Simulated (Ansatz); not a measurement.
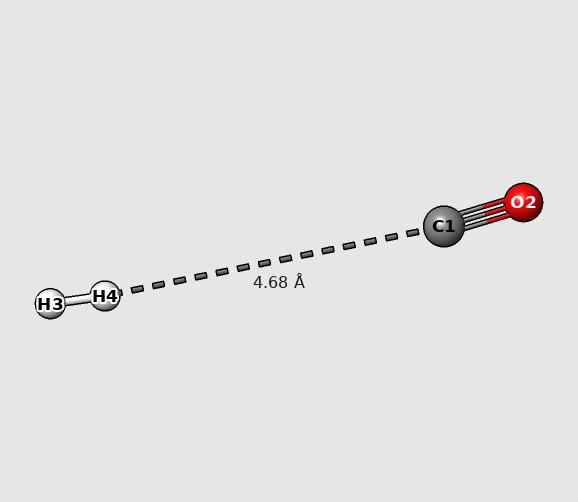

Two molecules or ions; the broken line marks their closest contact (measured against van der Waals radii). Geometry: a pair of rigid molecules at a changed separation. Program: Ansatz 0.2.0.

Which two species are they?

Answer. CO and H2 (`[C-]#[O+].[H][H]`).

Give the counterpoise-corrected interaction energy (kJ/mol, monomers kept as in the pair) with RHF-CCSD(T) (frozen core)/def2-TZVPPD; PBE-D4/def2-TZVPPD.

```json
{"level": "RHF-CCSD(T) (frozen core)/def2-TZVPPD", "interaction energy (kJ/mol)": "−0.3"}
{"level": "PBE-D4/def2-TZVPPD", "interaction energy (kJ/mol)": "−0.3"}
```
